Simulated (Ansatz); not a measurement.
Al2FHO2

```yaml
atoms:
  - { symbol: Al, position_ang: [-1.0066, 0.5608, 0.2751] }
  - { symbol: Al, position_ang: [1.0924, 0.5760, 1.4408] }
  - { symbol: F, position_ang: [-2.4425, 0.5505, -0.5223] }
  - { symbol: O, position_ang: [-0.4081, 1.4740, 1.6348] }
  - { symbol: O, position_ang: [0.4740, -0.3374, 0.0701] }
  - { symbol: H, position_ang: [2.4615, 0.5861, 2.2010] }
```

Geometry: B3LYP/6-31G*.

These are results of Ansatz, isolated molecule in a Gaussian basis; Kohn-Sham density functional theory, functional PBE0, not measurements.

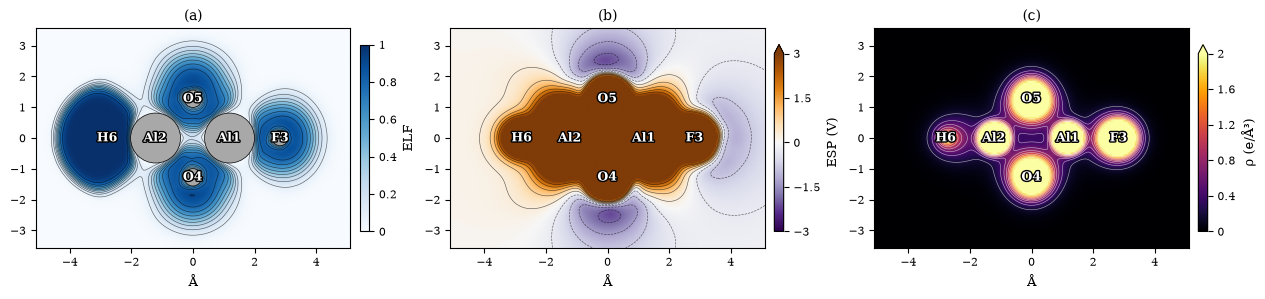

Figure 1. (a) electron localisation function; (b) electrostatic potential; (c) total electron density on the molecular plane. Grey discs cover the atomic cores in the ELF map.

### What do the fields say about this system?

- The section cuts through Al, F, O and H sites.
- Al–F (1.64 Å): ρ is about 0.93 e/Å³ halfway; the ELF peaks at about 0.85 in the valence shell of F, 0.6 Å from its nucleus, and is about 0.35 at the midpoint.
- Al–O (1.74 Å): the density is about 0.86 e/Å³ at the midpoint; the ELF peaks at about 0.85 in the valence shell of O, 0.6 Å from its nucleus, and is about 0.50 at the midpoint.
- Al–Al (2.40 Å): ρ at the midpoint is about 0.36 e/Å³; the ELF is about 0.20 at the midpoint.
- Al–H (1.57 Å): ρ at the midpoint is about 0.58 e/Å³; the ELF climbs to about 1 towards the hydrogen.
- The ELF also peaks beside O4, F3 and O5, away from the bonds: lone-pair regions.
- Outside the dense part of the molecule the potential is most negative (−2.1 V) near O4 and O5.

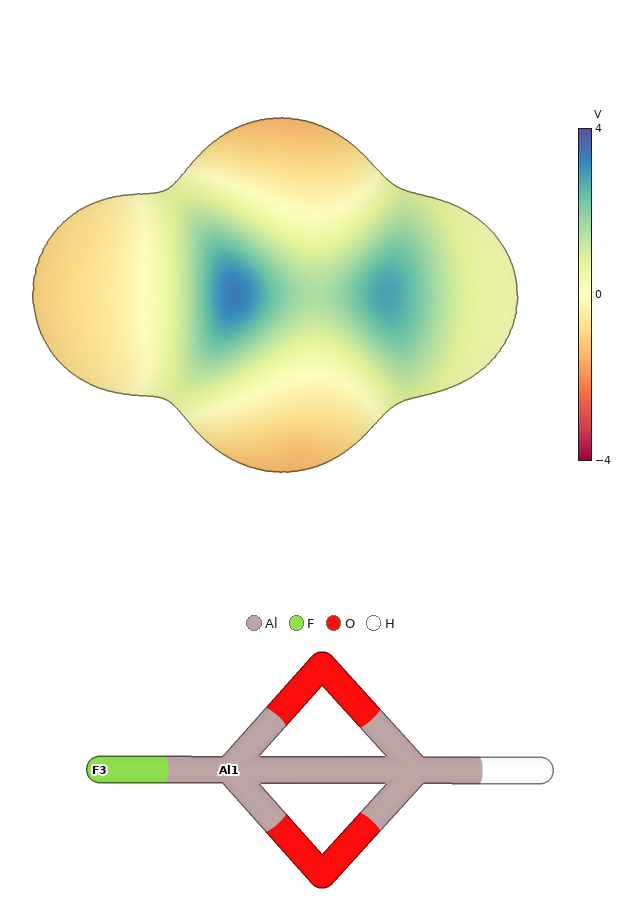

Figure 2. The electrostatic potential painted on the density surface at 0.001 e/bohr³, seen at a tilt; red is negative and blue positive. The bare structure is drawn below in the same view.

### Where is the surface potential most negative and most positive?

The most negative region (about −1.4 V) lies over O4 and O5, the most positive (about +3.2 V) over Al1.

### What dipole moment does the calculation give?

Its dipole moment is 1.65 D.

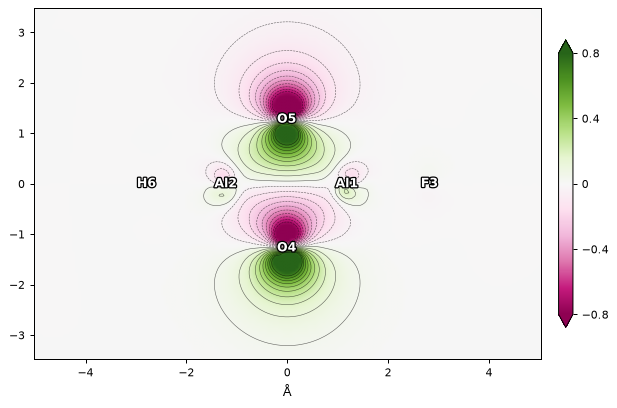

Figure 3. One frontier orbital on the molecular plane (values in Å⁻³ᐟ²; the overall sign is arbitrary).

### Which orbital is it: HOMO or LUMO?

The HOMO, at −8.59 eV. It lies mainly on O4 (about 45 %) and O5 (about 45 %); it is symmetric in the molecular plane (an in-plane orbital: σ, lone-pair or in-plane π type); largely a combination of lone pairs on O4 and O5.
